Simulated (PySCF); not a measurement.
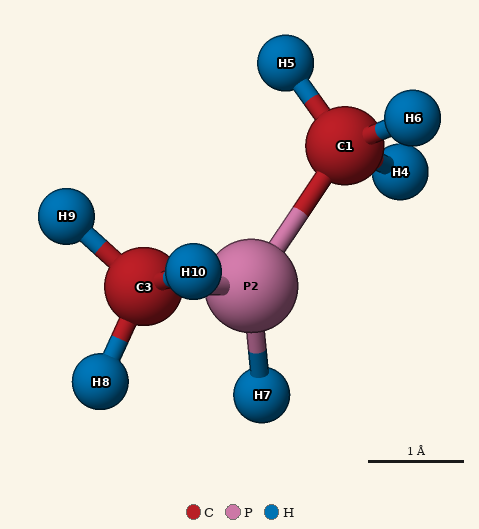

Figure 1. The input geometry of run 1 (ball-and-stick view, seen at a tilt; atoms are numbered from 1 in the order of the input). Bond lengths as drawn: C–H 1.10 Å, C–P 1.83 Å and H–P 1.39 Å.

## Two runs on C$_{2}$H$_{7}$P

System: C$_{2}$H$_{7}$P (dimethylphosphine).
Method of run 1: GIAO PBE0/pcSseg-1 NMR shielding, non-relativistic, IEF-PCM methanol (PySCF 2.14.0).

The geometry comes from this level: B3LYP-D3(BJ)/def2-SVP. Text and figures count atoms from 1; the logs count them from 0 in places.

### The input, run 1
```
{"job": {"kind": "nmr", "xc": "PBE0", "basis": "pcSseg-1", "solvent": "methanol", "pop": false}, "charge": 0, "multiplicity": 1}
C     -1.561808     0.203645     0.351631
P      0.017474     0.367077    -0.557502
C      1.550164    -0.448300     0.019888
H     -2.304418     0.789344    -0.212141
H     -1.922136    -0.836558     0.400942
H     -1.513274     0.616612     1.372030
H      0.053881     1.131389    -1.718109
H      2.333399    -0.183113    -0.707139
H      1.469303    -1.547073     0.040143
H      1.877415    -0.093023     1.010258
```

The first line tells a small driver script what to run in PySCF; the rest is the geometry in Å.

Launched with:
```bash
OMP_NUM_THREADS=1 python <driver script> task.json out
```

Hardware: 1 CPU thread, shared host.

### Output (run 1)
```
coarse grid: 8136 points
cycle   1  E = -421.4268456841  dE =  2.334e-02  |g| = 2.583e-01  |ddm| = 2.676e+00
cycle   2  E = -421.4267204063  dE =  1.253e-04  |g| = 2.669e-01  |ddm| = 4.782e-01
cycle   3  E = -421.4456730067  dE = -1.895e-02  |g| = 1.781e-02  |ddm| = 2.141e-01
cycle   4  E = -421.4457439139  dE = -7.091e-05  |g| = 7.438e-03  |ddm| = 2.543e-02
cycle   5  E = -421.4457584653  dE = -1.455e-05  |g| = 1.661e-03  |ddm| = 1.114e-02
cycle   6  E = -421.4457589721  dE = -5.069e-07  |g| = 1.340e-04  |ddm| = 1.852e-03
final grid: 71952 points
cycle   7  E = -421.4641963978  dE = -1.203e-05  |g| = 6.385e-03  |ddm| = 1.488e-02
cycle   8  E = -421.4641933977  dE =  3.000e-06  |g| = 7.325e-03  |ddm| = 9.623e-03
cycle   9  E = -421.4642067471  dE = -1.335e-05  |g| = 1.080e-04  |ddm| = 5.018e-03
cycle  10  E = -421.4642067502  dE = -3.099e-09  |g| = 5.728e-05  |ddm| = 2.379e-04
cycle  11  E = -421.4642067511  dE = -8.899e-10  |g| = 9.853e-06  |ddm| = 7.211e-05
converged SCF energy = -421.4642067511

GIAO shielding tensors (ppm)
atom      isotropic    diamagn.    paramagn.     s11        s22        s33       span
  0 C      182.618     250.331     -67.713    170.364    185.134    192.356     21.992
  1 P      560.802     970.247    -409.445    320.781    617.310    744.316    423.534
  2 C      182.619     250.329     -67.710    170.366    185.135    192.357     21.991
  3 H       30.145      28.551       1.594     25.214     26.731     38.490     13.276
  4 H       29.028      29.423      -0.394     22.514     27.488     37.082     14.568
  5 H       29.031      29.426      -0.395     22.519     27.491     37.083     14.564
  6 H       26.504      30.228      -3.724     21.408     25.586     32.516     11.108
  7 H       30.145      28.552       1.594     25.215     26.732     38.490     13.276
  8 H       29.028      29.422      -0.395     22.514     27.488     37.081     14.568
  9 H       29.030      29.424      -0.395     22.515     27.491     37.083     14.568
```

The input of run 2 differs as follows (lines with − go, lines with + come):
```diff
-C     -1.561808     0.203645     0.351631
-P      0.017474     0.367077    -0.557502
-C      1.550164    -0.448300     0.019888
-H     -2.304418     0.789344    -0.212141
-H     -1.922136    -0.836558     0.400942
-H     -1.513274     0.616612     1.372030
-H      0.053881     1.131389    -1.718109
-H      2.333399    -0.183113    -0.707139
-H      1.469303    -1.547073     0.040143
-H      1.877415    -0.093023     1.010258
+C     -1.407510     0.144645     0.245969
+P     -0.098991     0.074397    -1.083360
+C      1.369142    -0.437042    -0.050320
+H     -2.316428     0.616729    -0.158670
+H     -1.669403    -0.883745     0.541639
+H     -1.086000     0.698133     1.142526
+H      0.191972     1.475807    -1.108497
+H      2.288609    -0.347203    -0.649686
+H      1.255564    -1.496617     0.229001
+H      1.481928     0.159550     0.868871
```

How does run 2 compare with run 1?

With the same method and basis, run 2 lies 34.8 kcal/mol lower. The HOMO goes from −4.92 to −6.84 eV. The LUMO goes from 0.73 to 1.03 eV. The dipole moment goes from 0.54 to 1.75 D. Of all shieldings, the largest change is that of P2, by −129.7 ppm. The number of SCF iterations is the same.

### Output (run 2)
```
coarse grid: 8136 points
cycle   1  E = -421.4759137256  dE = -8.506e-02  |g| = 3.103e-01  |ddm| = 2.572e+00
cycle   2  E = -421.4696754546  dE =  6.238e-03  |g| = 3.461e-01  |ddm| = 5.150e-01
cycle   3  E = -421.5010199256  dE = -3.134e-02  |g| = 1.815e-02  |ddm| = 2.616e-01
cycle   4  E = -421.5011125720  dE = -9.265e-05  |g| = 5.089e-03  |ddm| = 3.059e-02
cycle   5  E = -421.5011196250  dE = -7.053e-06  |g| = 1.581e-03  |ddm| = 9.634e-03
final grid: 71952 points
cycle   6  E = -421.5196038567  dE = -1.297e-05  |g| = 6.441e-03  |ddm| = 1.909e-02
cycle   7  E = -421.5195998154  dE =  4.041e-06  |g| = 7.630e-03  |ddm| = 1.069e-02
cycle   8  E = -421.5196143091  dE = -1.449e-05  |g| = 2.457e-04  |ddm| = 5.695e-03
cycle   9  E = -421.5196143255  dE = -1.643e-08  |g| = 6.905e-05  |ddm| = 3.956e-04
cycle  10  E = -421.5196143267  dE = -1.197e-09  |g| = 1.003e-05  |ddm| = 9.270e-05
cycle  11  E = -421.5196143268  dE = -3.047e-11  |g| = 1.526e-06  |ddm| = 1.764e-05
converged SCF energy = -421.5196143268

GIAO shielding tensors (ppm)
atom      isotropic    diamagn.    paramagn.     s11        s22        s33       span
  0 C      175.240     252.641     -77.401    161.565    177.089    187.065     25.499
  1 P      431.146     965.639    -534.493    384.642    430.796    477.999     93.357
  2 C      175.239     252.637     -77.398    161.564    177.087    187.065     25.501
  3 H       30.184      29.267       0.917     25.519     27.149     37.884     12.365
  4 H       30.285      30.362      -0.077     26.276     27.813     36.768     10.492
  5 H       29.856      30.954      -1.098     25.230     27.842     36.496     11.266
  6 H       27.702      29.669      -1.966     23.369     26.171     33.566     10.197
  7 H       30.184      29.264       0.920     25.520     27.148     37.884     12.364
  8 H       30.284      30.359      -0.075     26.275     27.811     36.768     10.493
  9 H       29.857      30.954      -1.097     25.232     27.843     36.496     11.265
```

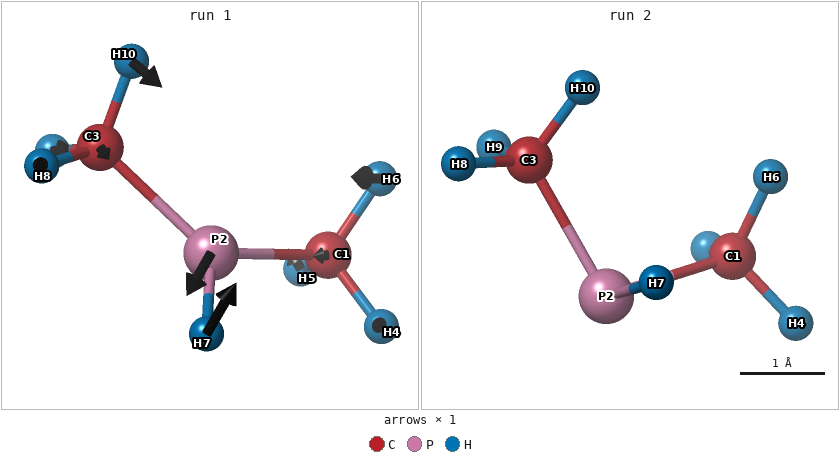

Figure 2. The two input geometries at one scale (ball-and-stick view, seen at a tilt). The black arrows on the first give the shifts of the atoms after the best rigid fit, at true length. The atom that moves furthest after the best rigid fit is H7 (0.72 Å). Largest moves by element: H 0.72 Å, P 0.61 Å, C 0.19 Å. Among the contacts that change: P2–H7 1.390 → 1.432 Å, C1–P2 1.830 → 1.867 Å.

### The two runs side by side

```csv
quantity,run 1,run 2
outcome,converged,converged
total energy (hartree),−421.464207,−421.519614
HOMO (eV),−4.92,−6.84
LUMO (eV),0.73,1.03
dipole moment (D),0.54,1.75
shielding of C1 (ppm),182.6,175.2
shielding of P2 (ppm),560.8,431.1
shielding of C3 (ppm),182.6,175.2
shielding of H5 (ppm),29.0,30.3
shielding of H7 (ppm),26.5,27.7
shielding of H9 (ppm),29.0,30.3
shielding of H10 (ppm),29.0,29.9
SCF iterations,11,11
basis functions,93,93
wall time (shared host),6.2 s,3.9 s
```
